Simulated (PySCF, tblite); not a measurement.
# C5H8S: a rotation path, then NMR shifts on frames, part 1 of 2

Aim: move C5H8S (`CC#CCSC`) away from its starting geometry and see how NMR shifts follow the geometry.

The runs use tblite 0.8.0 and PySCF 2.14.0, with density-fitted response routines of our own; the level of theory stands in each step. All values are computed, except where a source is named. Atoms are numbered from 0 throughout.

### Step 1. The molecule as given

14 atoms, charge 0, multiplicity 1; geometry from: GFN2-xTB.

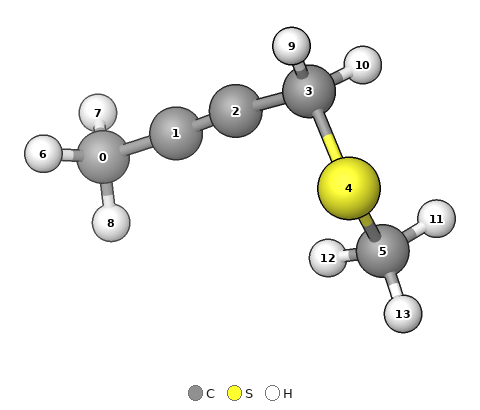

As it starts; carbon grey, sulfur yellow, hydrogen white, atoms numbered.

### Step 2. The rotation path with GFN2-xTB

What the job is given:

```
{"job": {"kind": "neb", "xc": "GFN2-xTB", "basis": "xTB", "atoms": [2, 3, 4, 5], "turn": 120}, "charge": 0, "multiplicity": 1}
C      2.483213     1.125858    -0.393316
C      1.386204     0.413614     0.223337
C      0.506301    -0.192525     0.769118
C     -0.624945    -0.866602     1.350719
S     -2.210719    -0.065195     0.870783
C     -2.144488    -0.368241    -0.915404
H      2.793583     1.953929     0.243210
H      3.330240     0.456430    -0.541858
H      2.173569     1.521565    -1.360552
H     -0.598735    -0.813140     2.439611
H     -0.672227    -1.910284     1.031739
H     -2.205584    -1.436562    -1.107287
H     -1.218949     0.041931    -1.309962
H     -2.998141     0.138748    -1.352174
```

With the program's defaults for keys left out, this is: GFN2-xTB climbing-image nudged elastic band, gas phase.

Launch:

```console
OMP_NUM_THREADS=1 python probes_run.py task.json out
```

One launch serves the whole session: the jobs run in the order shown.

The program printed:

```text
image   E - E0 / eV
  0      -0.0000
  1       0.0165
  2       0.0486
  3       0.0839
  4       0.1083
  5       0.1142
  6       0.1065
  7       0.0965
  8       0.0915
```

Wall time 2 s (1 thread of Arm Neoverse V2, shared host); peak memory 0.18 GiB.

The final band, with the dihedral C2–C3–S4–C5:

```
image  dihedral (°)  energy (eV)  energy (kcal/mol)
    0            64        0.000                0.0
    1            78        0.016                0.4
    2            92        0.049                1.1
    3           108        0.084                1.9
    4           123        0.108                2.5
    5           139        0.114                2.6
    6           154        0.107                2.5
    7           169        0.097                2.2
    8           184        0.091                2.1
```

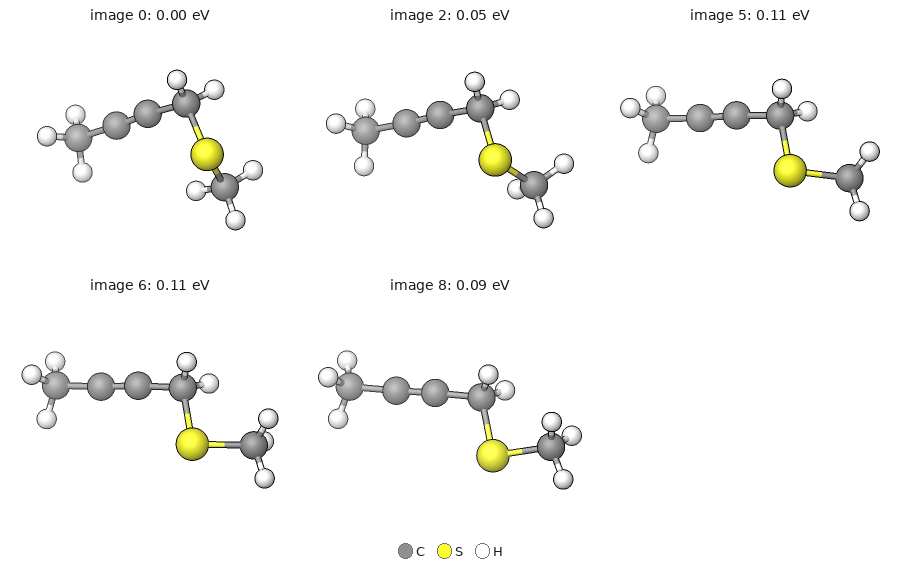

Images along the band.

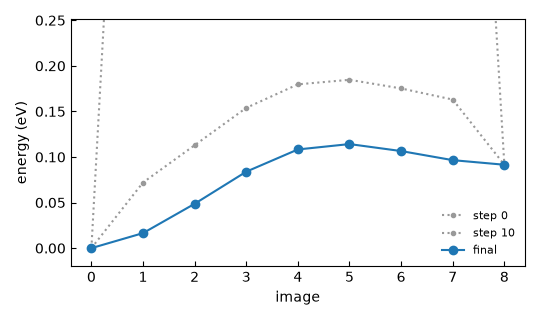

Energy along the band, early and final.

### Step 3. Nuclear shieldings: image 0, PBE0/pcSseg-1

What the job is given:

```
{"job": {"kind": "nmr", "xc": "PBE0", "basis": "pcSseg-1", "pop": false}, "charge": 0, "multiplicity": 1}
C      2.483200     1.125900    -0.393300
C      1.386200     0.413600     0.223300
C      0.506300    -0.192500     0.769100
C     -0.624900    -0.866600     1.350700
S     -2.210700    -0.065200     0.870800
C     -2.144500    -0.368200    -0.915400
H      2.793600     1.953900     0.243200
H      3.330200     0.456400    -0.541900
H      2.173600     1.521600    -1.360600
H     -0.598700    -0.813100     2.439600
H     -0.672200    -1.910300     1.031700
H     -2.205600    -1.436600    -1.107300
H     -1.218900     0.041900    -1.310000
H     -2.998100     0.138700    -1.352200
```

Method: GIAO PBE0/pcSseg-1 NMR shielding, non-relativistic, gas phase.

The program printed:

```text
coarse grid: 12016 points
cycle   1  E = -592.9722289618  dE =  6.088e-01  |g| = 3.563e-01  |ddm| = 3.728e+00
cycle   2  E = -592.9825078188  dE = -1.028e-02  |g| = 3.057e-01  |ddm| = 1.092e+00
cycle   3  E = -593.0069187863  dE = -2.441e-02  |g| = 5.265e-02  |ddm| = 4.855e-01
cycle   4  E = -593.0073352911  dE = -4.165e-04  |g| = 3.595e-02  |ddm| = 8.876e-02
cycle   5  E = -593.0076303234  dE = -2.950e-04  |g| = 1.145e-02  |ddm| = 3.466e-02
cycle   6  E = -593.0076605388  dE = -3.022e-05  |g| = 2.869e-03  |ddm| = 1.307e-02
cycle   7  E = -593.0076624439  dE = -1.905e-06  |g| = 5.111e-04  |ddm| = 2.977e-03
final grid: 110768 points
cycle   8  E = -593.0472993407  dE = -2.333e-05  |g| = 8.293e-03  |ddm| = 4.197e-02
cycle   9  E = -593.0472921285  dE =  7.212e-06  |g| = 9.861e-03  |ddm| = 1.784e-02
cycle  10  E = -593.0473166253  dE = -2.450e-05  |g| = 5.932e-04  |ddm| = 9.974e-03
cycle  11  E = -593.0473167127  dE = -8.742e-08  |g| = 1.908e-04  |ddm| = 8.181e-04
cycle  12  E = -593.0473167172  dE = -4.458e-09  |g| = 1.324e-04  |ddm| = 2.391e-04
cycle  13  E = -593.0473167214  dE = -4.224e-09  |g| = 2.269e-05  |ddm| = 1.146e-04
cycle  14  E = -593.0473167216  dE = -1.364e-10  |g| = 4.060e-06  |ddm| = 2.765e-05
converged SCF energy = -593.0473167216

GIAO shielding tensors (ppm)
atom      isotropic    diamagn.    paramagn.     s11        s22        s33       span
  0 C      182.152     252.341     -70.189    174.720    175.121    196.614     21.895
  1 C      100.089     265.904    -165.815     15.324     25.311    259.633    244.308
  2 C      105.126     264.168    -159.042      9.307     28.484    277.587    268.280
  3 C      159.458     252.253     -92.795    145.554    158.909    173.910     28.356
  4 S      505.559    1056.032    -550.473    369.928    424.319    722.429    352.501
  5 C      167.542     251.456     -83.914    151.453    164.554    186.618     35.165
  6 H       29.680      27.630       2.050     24.450     27.824     36.767     12.317
  7 H       29.673      27.770       1.903     24.478     27.741     36.801     12.323
  8 H       29.675      30.417      -0.742     24.215     28.580     36.229     12.014
  9 H       28.684      29.110      -0.427     22.388     27.467     36.197     13.809
 10 H       28.574      30.538      -1.963     22.439     28.162     35.122     12.684
 11 H       29.739      30.317      -0.578     24.792     27.099     37.326     12.535
 12 H       29.022      32.414      -3.392     23.429     28.912     34.726     11.297
 13 H       29.836      29.367       0.469     25.032     26.658     37.818     12.786
```

Run time: 11 s. Hardware: 1 thread of Arm Neoverse V2, shared host; peak memory 0.71 GiB.

Shifts follow as δ = σ(reference) − σ, with reference shieldings (ppm) from runs at the same level and on the same kind of geometry: 1H TMS 31.72, 13C TMS 186.9, 33S CS2 504. The references are single molecules in the gas phase. Each atom is listed at this fixed geometry, with no averaging over motion; a spectrum would average atoms that exchange fast.

```csv
atoms,environment,σ (ppm),δ (ppm)
C1,alkyne carbon,100.1,86.8
C2,alkyne carbon,105.1,81.8
C3,propargylic sp3 CH2 bonded to S,159.5,27.5
C5,methyl carbon bonded to S,167.5,19.4
C0,propargylic methyl carbon,182.2,4.8
H10,hydrogen on a propargylic sp3 CH2 bonded to S,28.57,3.14
H9,hydrogen on a propargylic sp3 CH2 bonded to S,28.68,3.03
H12,hydrogen on a methyl carbon bonded to S,29.02,2.69
H7,hydrogen on a propargylic methyl carbon,29.67,2.04
H8,hydrogen on a propargylic methyl carbon,29.67,2.04
H6,hydrogen on a propargylic methyl carbon,29.68,2.04
H11,hydrogen on a methyl carbon bonded to S,29.74,1.98
H13,hydrogen on a methyl carbon bonded to S,29.84,1.88
S4,sulfide sulfur,506,-2
```

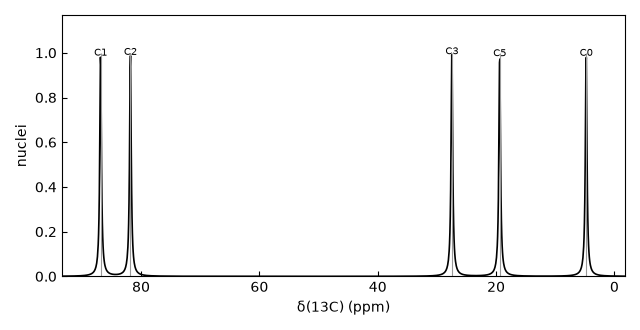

13C lines at the computed shifts, without couplings. Lines are broadened to a width of 0.33 ppm (Lorentzian).

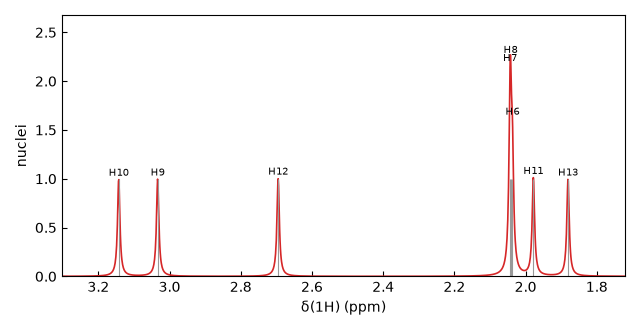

1H lines at the computed shifts, without couplings. Lines are broadened to a width of 0.01 ppm (Lorentzian).

### Step 4. NMR shieldings: image 2, PBE0/pcSseg-1

What the job is given:

```
{"job": {"kind": "nmr", "xc": "PBE0", "basis": "pcSseg-1", "pop": false}, "charge": 0, "multiplicity": 1}
C      2.742700     1.219700    -0.236300
C      1.568200     0.519000     0.228900
C      0.629500    -0.096100     0.652200
C     -0.560100    -0.752800     1.126900
S     -2.078800     0.212100     0.719700
C     -2.485100    -0.574700    -0.863900
H      3.075200     1.927200     0.522200
H      3.546600     0.512400    -0.437200
H      2.517300     1.767200    -1.150500
H     -0.545100    -0.842000     2.213900
H     -0.683500    -1.738900     0.675700
H     -2.758400    -1.612900    -0.687800
H     -1.638200    -0.505100    -1.539200
H     -3.331000    -0.035600    -1.276600
```

Method: GIAO PBE0/pcSseg-1 NMR shielding, non-relativistic, gas phase.

The program printed:

```text
coarse grid: 12016 points
cycle   1  E = -592.9684724899  dE =  6.075e-01  |g| = 3.613e-01  |ddm| = 3.724e+00
cycle   2  E = -592.9788311546  dE = -1.036e-02  |g| = 3.118e-01  |ddm| = 1.117e+00
cycle   3  E = -593.0042715281  dE = -2.544e-02  |g| = 5.737e-02  |ddm| = 4.937e-01
cycle   4  E = -593.0046435548  dE = -3.720e-04  |g| = 4.432e-02  |ddm| = 8.048e-02
cycle   5  E = -593.0051089686  dE = -4.654e-04  |g| = 9.564e-03  |ddm| = 3.881e-02
cycle   6  E = -593.0051301210  dE = -2.115e-05  |g| = 2.667e-03  |ddm| = 1.180e-02
cycle   7  E = -593.0051317632  dE = -1.642e-06  |g| = 5.230e-04  |ddm| = 3.075e-03
final grid: 110768 points
cycle   8  E = -593.0449931110  dE = -2.472e-05  |g| = 8.452e-03  |ddm| = 4.003e-02
cycle   9  E = -593.0449860913  dE =  7.020e-06  |g| = 9.983e-03  |ddm| = 1.816e-02
cycle  10  E = -593.0450110849  dE = -2.499e-05  |g| = 5.950e-04  |ddm| = 1.025e-02
cycle  11  E = -593.0450111821  dE = -9.724e-08  |g| = 1.031e-04  |ddm| = 1.058e-03
cycle  12  E = -593.0450111843  dE = -2.143e-09  |g| = 3.823e-05  |ddm| = 1.301e-04
cycle  13  E = -593.0450111846  dE = -3.752e-10  |g| = 1.285e-05  |ddm| = 6.328e-05
converged SCF energy = -593.0450111846

GIAO shielding tensors (ppm)
atom      isotropic    diamagn.    paramagn.     s11        s22        s33       span
  0 C      182.136     252.529     -70.394    174.636    175.153    196.618     21.981
  1 C      100.642     265.597    -164.956     18.709     27.666    255.551    236.842
  2 C      103.525     263.670    -160.146      3.541     27.418    279.616    276.075
  3 C      157.891     252.496     -94.605    144.349    153.155    176.169     31.820
  4 S      498.608    1056.605    -557.998    314.721    429.457    751.645    436.924
  5 C      164.348     251.095     -86.747    142.450    165.369    185.226     42.776
  6 H       29.696      27.498       2.198     24.482     27.947     36.659     12.177
  7 H       29.722      27.978       1.744     24.535     27.877     36.755     12.220
  8 H       29.753      30.173      -0.420     24.503     28.355     36.399     11.896
  9 H       28.312      29.447      -1.135     21.638     28.008     35.292     13.654
 10 H       29.146      31.481      -2.336     23.968     29.012     34.458     10.491
 11 H       29.505      29.591      -0.086     24.273     27.413     36.828     12.554
 12 H       29.268      32.117      -2.849     23.922     28.630     35.251     11.329
 13 H       29.837      29.090       0.747     24.991     26.619     37.902     12.912
```

Wall time 11 s (1 thread of Arm Neoverse V2, shared host); peak memory 0.72 GiB.

In short: δ C1 86.3, C2 83.4, C3 29.0, C5 22.6, H9 3.40, H10 2.57 ppm.

(Continued in part 2 of 2.)
